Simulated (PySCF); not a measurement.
# EuH6O3: a changed input and its effect

System: EuH6O3, charge +2.
Method of run A: RKS r2SCAN, Eu lcecp-0-SVP with ECP53, O def2-SVP, H def2-SVP; non-relativistic Hamiltonian with a scalar-relativistic core potential; density fitting (PySCF 2.14.0).

Text and figures count atoms from 1; the logs count them from 0 in places.

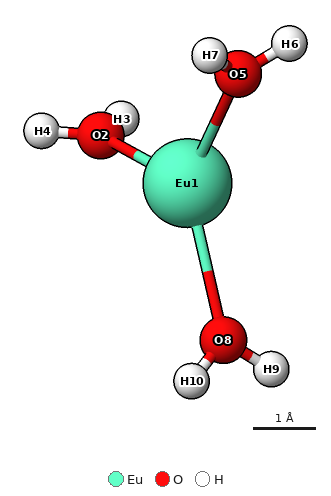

**Figure 1.** The input geometry (ball-and-stick view, seen at a tilt; atoms are numbered from 1 in the order of the input). Sticks mark near contacts. Bond lengths as drawn: Eu–O 2.64 to 2.65 Å and H–O 0.97 Å.

## Input, run A
```python
mol = gto.M(atom='''
Eu     0.00000     0.00000     0.00000
O      2.64500     0.00000     0.00000
H      3.23500     0.00000     0.77000
H      3.23500     0.00000    -0.77000
O     -1.32250     2.29060     0.00000
H     -1.61750     2.80160     0.77000
H     -1.61750     2.80160    -0.77000
O     -1.32250    -2.29060     0.00000
H     -1.61750    -2.80160     0.77000
H     -1.61750    -2.80160    -0.77000''',
    basis={'Eu': 'lcecp-0-SVP', 'O': 'def2-SVP', 'H': 'def2-SVP'},
    ecp={'Eu': 'lcecp-0-SVP'},
    charge=2, spin=0)
mf = dft.RKS(mol, xc='R2SCAN')
mf.grids.atom_grid = (50, 194)  # f atoms: at least (60, 302), unpruned
mf = mf.density_fit()  # Eu AutoAux, O def2-universal-JKFIT, H def2-universal-JKFIT
mf.conv_tol = 1e-08; mf.max_cycle = 55
mf.kernel(dm0)
```

The script is an equivalent of the set-up of the self-consistent field. The run itself was carried out by a driver, which started from the orbitals of the step before it where there was one and computed the further properties.

Launched with:
```bash
OMP_NUM_THREADS=2 python <driver script>
```

Hardware: 2 threads of Arm Neoverse V1, 24 GiB of memory available, shared host.

## Output (run A)
```
init E= -257.825610919795
  HOMO = -0.796474418127658  LUMO = -0.456321236774037  gap/eV = 9.25604
cycle= 1 E= -257.612503852182  delta_E= 0.213  |g|= 1.31  |ddm|= 2.45
  HOMO = -0.423856529623089  LUMO = -0.328340703386282  gap/eV = 2.59912
cycle= 2 E= -257.05447440606  delta_E= 0.558  |g|= 2.13  |ddm|= 2.09
  HOMO = -0.628743344437372  LUMO = -0.351175686263193  gap/eV = 7.55300
cycle= 3 E= -257.928567748468  delta_E= -0.874  |g|= 0.123  |ddm|= 1.43
  HOMO = -0.615850520332988  LUMO = -0.362114337986981  gap/eV = 6.90451
cycle= 4 E= -257.931916350761  delta_E= -0.00335  |g|= 0.0122  |ddm|= 0.107
  HOMO = -0.61502615341083  LUMO = -0.361589701968185  gap/eV = 6.89636
cycle= 5 E= -257.931943947681  delta_E= -2.76e-05  |g|= 0.00194  |ddm|= 0.0096
  HOMO = -0.615291715637104  LUMO = -0.361530846441639  gap/eV = 6.90518
cycle= 6 E= -257.93194463968  delta_E= -6.92e-07  |g|= 0.000171  |ddm|= 0.00166
  HOMO = -0.615317640092414  LUMO = -0.361576589653168  gap/eV = 6.90465
cycle= 7 E= -257.931944646525  delta_E= -6.84e-09  |g|= 6.14e-05  |ddm|= 0.000231
  HOMO = -0.615318321594996  LUMO = -0.361576339773347  gap/eV = 6.90467
Extra cycle  E= -257.931944645332  delta_E= 1.19e-09  |g|= 0.000101  |ddm|= 9.82e-05
converged SCF energy = -257.931944645332
```

For run B the input was changed thus:
```diff
-Eu     0.00000     0.00000     0.00000
-O      2.64500     0.00000     0.00000
-H      3.23500     0.00000     0.77000
-H      3.23500     0.00000    -0.77000
-O     -1.32250     2.29060     0.00000
-H     -1.61750     2.80160     0.77000
-H     -1.61750     2.80160    -0.77000
-O     -1.32250    -2.29060     0.00000
-H     -1.61750    -2.80160     0.77000
-H     -1.61750    -2.80160    -0.77000''',
+Eu    -0.02110     0.03164     0.00093
+O      2.47476     0.03109    -0.00384
+H      3.07878    -0.64157     0.46855
+H      3.19773     0.65099    -0.40670
+O     -1.30301     2.16443     0.00367
+H     -1.04340     2.99182     0.43533
+H     -2.06733     2.36937    -0.49764
+O     -1.24467    -2.17278    -0.00018
+H     -2.07537    -2.37677     0.44657
+H     -0.99638    -3.04822    -0.44670''',
```

Predict how the results change.

With the same method and basis, run B lies 0.9 kcal/mol higher. The HOMO goes from −16.74 to −17.07 eV. The LUMO goes from −9.84 to −9.61 eV.

## Output (run B)
```
init E= -257.865036235642
  HOMO = -0.63587469625106  LUMO = -0.364322744408092  gap/eV = 7.38930
cycle= 1 E= -257.928726739291  delta_E= -0.0637  |g|= 0.0918  |ddm|= 0.202
  HOMO = -0.603136929029041  LUMO = -0.352292350004522  gap/eV = 6.82583
cycle= 2 E= -257.926318234812  delta_E= 0.00241  |g|= 0.149  |ddm|= 0.156
  HOMO = -0.62713833411906  LUMO = -0.353087140244682  gap/eV = 7.45731
cycle= 3 E= -257.930509012731  delta_E= -0.00419  |g|= 0.0109  |ddm|= 0.0922
  HOMO = -0.627161769054304  LUMO = -0.352993631364118  gap/eV = 7.46050
cycle= 4 E= -257.930530411355  delta_E= -2.14e-05  |g|= 0.00236  |ddm|= 0.00851
  HOMO = -0.627339660806882  LUMO = -0.353064524518107  gap/eV = 7.46341
cycle= 5 E= -257.93053120174  delta_E= -7.9e-07  |g|= 0.00117  |ddm|= 0.0019
  HOMO = -0.627431982542938  LUMO = -0.353092136907641  gap/eV = 7.46517
cycle= 6 E= -257.930531453441  delta_E= -2.52e-07  |g|= 0.000106  |ddm|= 0.000765
  HOMO = -0.627431797093582  LUMO = -0.353091429092562  gap/eV = 7.46518
cycle= 7 E= -257.930531455657  delta_E= -2.22e-09  |g|= 3.63e-05  |ddm|= 0.000101
  HOMO = -0.627437519693614  LUMO = -0.353092302233023  gap/eV = 7.46531
Extra cycle  E= -257.930531455287  delta_E= 3.7e-10  |g|= 5.79e-05  |ddm|= 5.84e-05
converged SCF energy = -257.930531455287
```

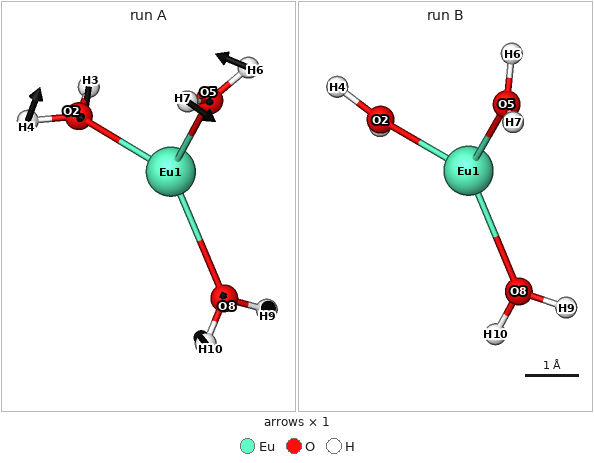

**Figure 2.** The two input geometries at one scale (ball-and-stick view, seen at a tilt). The black arrows on the first give the shifts of the atoms after the best rigid fit, at true length. The atom that moves furthest after the best rigid fit is H3 (0.76 Å). By element the largest moves are H 0.76 Å, O 0.17 Å, Eu 0.04 Å. Among the contacts that change: Eu1–O5 2.645 → 2.488 Å, Eu1–O2 2.645 → 2.496 Å, Eu1–O8 2.645 → 2.521 Å, O2–H4 0.970 → 1.034 Å.

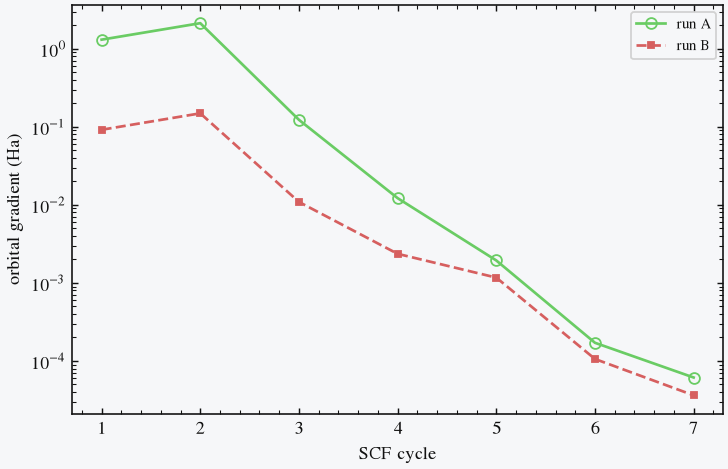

**Figure 3.** Convergence of the two runs: orbital gradient against the SCF cycle. Run A takes 7 cycles in all, and run B takes 7.

## The two runs side by side

```csv
quantity,run A,run B
outcome,converged,converged
total energy (hartree),−257.931945,−257.930531
HOMO (eV),−16.74,−17.07
LUMO (eV),−9.84,−9.61
basis functions,103,103
largest force (eV/Å),–,2.968
wall time (shared host),4.7 s,6 s
```
